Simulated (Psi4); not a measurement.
# One shape, several levels: CH6BN− (SMILES [BH2-]NC)

We compute a comparison of 3 runs (UB3LYP/6-31G*, UHSE06/cc-pVDZ) of CH6BN−. 

Program for the calculation: Psi4 1.11.

2 further runs of the same task are left out: 2 set aside as unsound or not needed.

## Step 1: The structure to begin with

CH6BN−: 9 atoms, total charge -1, spin state doublet. As SMILES, `[BH2-]NC`. The C3–H9 distance was set to 2.443 Å, away from the relaxed value. At this shape a bond of the SMILES string is far longer than usual.

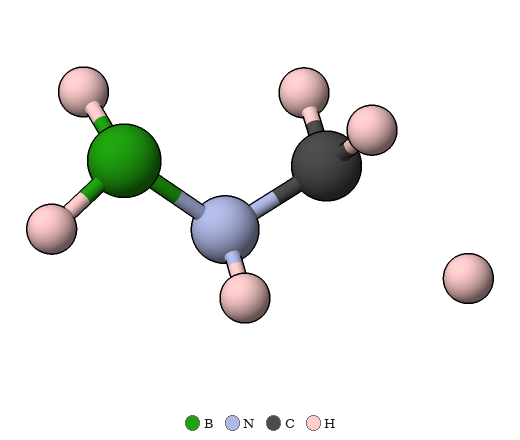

Viewed from a chosen angle; boron green, nitrogen light blue, carbon dark grey, hydrogen pink.

## Step 2: The energy at UB3LYP/6-31G(d) (spherical functions) (run 1)

ch6bn.dat

```
memory 1600 mb

molecule {
  -1 2
  B     -0.501199     0.852236    -2.515529
  N     -0.283399     0.619546    -0.969339
  C      0.448151    -0.553894    -0.615029
  H     -1.297919     0.005956    -2.962139
  H     -0.891129     2.018916    -2.703199
  H      0.178531     1.434796    -0.568519
  H     -0.057629    -1.420124    -1.051899
  H      1.515131    -0.598774    -0.971279
  H      0.530430    -0.890380     1.803490
  symmetry c1
  no_reorient
  no_com
}

set {
  reference uks
  puream true
  e_convergence 1e-09
  d_convergence 1e-08
  scf_type pk
  dft_radial_points 99
  dft_spherical_points 590
  maxiter 200
}

e, wfn = energy("b3lyp/6-31G*", return_wfn=True)
oeprop(wfn, "DIPOLE", "LOWDIN_CHARGES", "MAYER_INDICES", title="B3LYP")
```

The run is started by

```bash
$ psi4 -i ch6bn.dat -o ch6bn.out -n 1
```

ch6bn.out:

```text
[...]
  Running in c1 symmetry.
[...]
  Nuclear repulsion =   66.147392394100038
[...]
  Multiplicity = 2
[...]
  Nalpha       = 13
  Nbeta        = 12
[...]
    Number of basis functions: 54
[...]
   @UKS iter   1:  -120.69801533047695   -3.64618e-01   1.57484e-02 ADIIS/DIIS
[...]
   @UKS iter  21:  -121.12618019135161   -7.10543e-13   2.55391e-09 DIIS
[...]
   @S^2 Observed:                1.017643302E+00
[...]
  @UKS Final Energy:  -121.12618019135161
   => Energetics <=
    Nuclear Repulsion Energy =             66.1473923941000379
    One-Electron Energy =                -297.8246777522855382
    Two-Electron Energy =                 125.7121561723293155
    DFT Exchange-Correlation Energy =     -15.1610510054954446
    Empirical Dispersion Energy =           0.0000000000000000
    VV10 Nonlocal Energy =                  0.0000000000000000
    Total Energy =                       -121.1261801913516081
[...]
 Multipole Moments:
 ------------------------------------------------------------------------------------
     Multipole            Electronic (a.u.)      Nuclear  (a.u.)        Total (a.u.)
 ------------------------------------------------------------------------------------
 L = 1.  Multiply by 2.5417464519 to convert [e a0] to [Debye]
 Dipole X            :          3.6422003           -3.4458532            0.1963471
 Dipole Y            :        -10.4637717           11.0077076            0.5439359
 Dipole Z            :         56.1438500          -55.7596518            0.3841982
 Magnitude           :                                                    0.6942814
[...]
```

Wall time 20 s (1 thread of AMD EPYC 9R45 (Zen 5), shared host); peak memory 0.97 GiB.

## Step 3: Energy and forces at UB3LYP/6-31G(d) (Cartesian functions) (run 2)

calc.py

```python
import psi4

psi4.set_memory('1600 MB')
psi4.set_num_threads(1)
psi4.set_output_file('output.dat', False)

geom = psi4.geometry("""
-1 2
B     -0.94712884     1.61049263    -4.75366087
N     -0.53554649     1.17077226    -1.83178523
C      0.84688265    -1.04670796    -1.16223637
H     -2.45271144     0.01125521    -5.59763145
H     -1.68398975     3.81519831    -5.10830577
H      0.33737469     2.71137148    -1.07434521
H     -0.10890303    -2.68364542    -1.98780102
H      2.86318263    -1.13151887    -1.83545130
H      1.00236743    -1.68257435     3.40810217
units bohr
symmetry c1
""")

psi4.set_options({
    'basis': '6-31G*',
    'reference': 'uks',
    'puream': False,
    'e_convergence': 1e-09,
    'd_convergence': 1e-08,
    'scf_type': 'pk',
    'dft_radial_points': 99,
    'dft_spherical_points': 590,
    'maxiter': 200,
})

E = psi4.gradient('b3lyp', molecule=geom)
print('gradient / Eh bohr^-1')
print(E.np.round(6))
for k, v in sorted(psi4.core.scalar_variables().items()):
    print(f'{k:45s} {v:18.10f}')
```

The run is started by

```bash
$ python calc.py
```

output.dat:

```text
[...]
  Running in c1 symmetry.
[...]
  Nuclear repulsion =   66.147392489593813
[...]
  Multiplicity = 2
[...]
  Nalpha       = 13
  Nbeta        = 12
[...]
    Number of basis functions: 57
[...]
   @UKS iter   1:  -120.69902750032816   -3.63971e-01   1.51182e-02 DIIS/ADIIS
[...]
   @UKS iter  21:  -121.12852452030606   -9.52127e-13   2.64736e-09 DIIS
[...]
   @S^2 Observed:                1.017348696E+00
[...]
  @UKS Final Energy:  -121.12852452030606
   => Energetics <=
    Nuclear Repulsion Energy =             66.1473924895938126
    One-Electron Energy =                -297.8013016645923585
    Two-Electron Energy =                 125.6668062209512158
    DFT Exchange-Correlation Energy =     -15.1414215662587281
    Empirical Dispersion Energy =           0.0000000000000000
    VV10 Nonlocal Energy =                  0.0000000000000000
    Total Energy =                       -121.1285245203060583
[...]
  -Total Gradient:
     Atom            X                  Y                   Z
    ------   -----------------  -----------------  -----------------
       1        0.060806278845    -0.008220203421    -0.073776765603
       2       -0.033838709442    -0.012948812032     0.077443857221
       3       -0.005788211784     0.022750024071    -0.002657991625
       4       -0.023756616625    -0.001212542966     0.009119423956
       5       -0.013138586170     0.005393093932     0.009290677053
       6        0.003437878604    -0.001542181546    -0.004398817046
       7        0.002645107355     0.003896274581    -0.002737165415
       8        0.009676821237    -0.007243162668    -0.011684942283
       9       -0.000044333788    -0.000870581970    -0.000599339330
[...]
```

The script printed:

```text
gradient / Eh bohr^-1
[[ 6.0806e-02 -8.2200e-03 -7.3777e-02]
 [-3.3839e-02 -1.2949e-02  7.7444e-02]
 [-5.7880e-03  2.2750e-02 -2.6580e-03]
 [-2.3757e-02 -1.2130e-03  9.1190e-03]
 [-1.3139e-02  5.3930e-03  9.2910e-03]
 [ 3.4380e-03 -1.5420e-03 -4.3990e-03]
 [ 2.6450e-03  3.8960e-03 -2.7370e-03]
 [ 9.6770e-03 -7.2430e-03 -1.1685e-02]
 [-4.4000e-05 -8.7100e-04 -5.9900e-04]]
CURRENT ENERGY                                   -121.1285245203
CURRENT REFERENCE ENERGY                         -121.1285245203
DD SOLVATION ENERGY                                 0.0000000000
DFT FUNCTIONAL TOTAL ENERGY                      -121.1285245203
DFT TOTAL ENERGY                                 -121.1285245203
DFT VV10 ENERGY                                     0.0000000000
DFT XC ENERGY                                     -15.1414215663
GRID ELECTRONS ALPHA                               13.0000003838
GRID ELECTRONS BETA                                12.0000002989
GRID ELECTRONS TOTAL                               25.0000006827
NUCLEAR REPULSION ENERGY                           66.1473924896
ONE-ELECTRON ENERGY                              -297.8013016646
PCM POLARIZATION ENERGY                             0.0000000000
PE ENERGY                                           0.0000000000
SCF ITERATION ENERGY                             -121.1285245203
SCF ITERATIONS                                     21.0000000000
SCF TOTAL ENERGY                                 -121.1285245203
TWO-ELECTRON ENERGY                               125.6668062210
XC GRID RADIAL POINTS                              99.0000000000
XC GRID SPHERICAL POINTS                          590.0000000000
XC GRID TOTAL POINTS                           499515.0000000000
```

Run time: 23 s. Hardware: 1 thread of AMD EPYC 9R45 (Zen 5), shared host; peak memory 1 GiB.

## Step 4: The energy at UHSE06/cc-pVDZ (run 3)

run.py

```python
import numpy as np
from ase.calculators.psi4 import Psi4
from ase import Atoms

a = Atoms(['B', 'N', 'C', 'H', 'H', 'H', 'H', 'H', 'H'], positions=[
    [-0.501199, 0.852236, -2.515529],
    [-0.283399, 0.619546, -0.969339],
    [0.448151, -0.553894, -0.615029],
    [-1.297919, 0.005956, -2.962139],
    [-0.891129, 2.018916, -2.703199],
    [0.178531, 1.434796, -0.568519],
    [-0.057629, -1.420124, -1.051899],
    [1.515131, -0.598774, -0.971279],
    [0.530430, -0.890380, 1.803490],
])
calc = Psi4(atoms=a, method='hse06', basis='cc-pVDZ', memory='1600MB', num_threads=1, charge=-1, multiplicity=2, label='psi4-calc', reference='uks')
calc.psi4.set_options({'puream': True, 'e_convergence': 1e-09, 'd_convergence': 1e-08, 'scf_type': 'pk', 'dft_radial_points': 99, 'dft_spherical_points': 590, 'maxiter': 200})
a.calc = calc

print(f'energy: {a.get_potential_energy():.6f} eV')
```

The run is started by

```bash
$ python run.py
```

psi4-calc.dat:

```text
[...]
  Running in c1 symmetry.
[...]
  Nuclear repulsion =   66.147392394100038
[...]
  Multiplicity = 2
[...]
  Nalpha       = 13
  Nbeta        = 12
[...]
    Number of basis functions: 72
[...]
   @UKS iter   1:  -120.26592524285621   -3.62709e-02   1.29660e-02 DIIS/ADIIS
[...]
   @UKS iter  26:  -120.99347123035204   -5.61613e-11   5.03674e-09 DIIS
[...]
   @S^2 Observed:                1.059840484E+00
[...]
  @UKS Final Energy:  -120.99347123035204
   => Energetics <=
    Nuclear Repulsion Energy =             66.1473923941000379
    One-Electron Energy =                -297.5152425848846178
    Two-Electron Energy =                 124.8062867028693290
    DFT Exchange-Correlation Energy =     -14.4319077424368007
    Empirical Dispersion Energy =           0.0000000000000000
    VV10 Nonlocal Energy =                  0.0000000000000000
    Total Energy =                       -120.9934712303520428
[...]
 Multipole Moments:
 ------------------------------------------------------------------------------------
     Multipole            Electronic (a.u.)      Nuclear  (a.u.)        Total (a.u.)
 ------------------------------------------------------------------------------------
 L = 1.  Multiply by 2.5417464519 to convert [e a0] to [Debye]
 Dipole X            :         -0.6676083            0.9055101            0.2379018
 Dipole Y            :          2.0749352           -1.5958581            0.4790771
 Dipole Z            :         -3.2486410            2.3310773           -0.9175637
 Magnitude           :                                                    1.0620901
[...]
```

On the terminal:

```text
energy: -3292.400052 eV
```

Wall time 71 s (1 thread of AMD EPYC 9R45 (Zen 5), shared host); peak memory 0.85 GiB.

## Step 5: The series

| run | level | task | Cartesian functions | energy (Eh) | HOMO energy (eV) | LUMO energy (eV) | ⟨S²⟩ | wall time |
| --- | --- | --- | --- | --- | --- | --- | --- | --- |
| 1 | UB3LYP/6-31G* (spherical functions) | energy | no | -121.126180 | 1.76 | 2.95 | 1.018 | 20 s |
| 2 | UB3LYP/6-31G* (Cartesian functions) | gradient | yes | -121.128525 | 1.76 | 2.95 | 1.017 | 23 s |
| 3 | UHSE06/cc-pVDZ | energy | no | -120.993471 | 1.87 | 2.20 | 1.060 | 71 s |

## Step 6: Summary of results

```
                                 quantity          value
                      run 3: total energy  -120.99347 Eh
run 3: HOMO energy (highest over α and β)        1.87 eV
 run 3: LUMO energy (lowest over α and β)        2.20 eV
                              run 3: ⟨S²⟩          1.060
```

What this shows: Totals of different functionals can't be ranked against each other. In runs 1, 2, 3 the HOMO lies above zero, so the outermost electron may be held by the basis alone. Spin contamination of the reference: run 3 ⟨S²⟩ = 1.06, run 1 ⟨S²⟩ = 1.02, run 2 ⟨S²⟩ = 1.02. All runs together took 1.9 min, the longest 71 s.
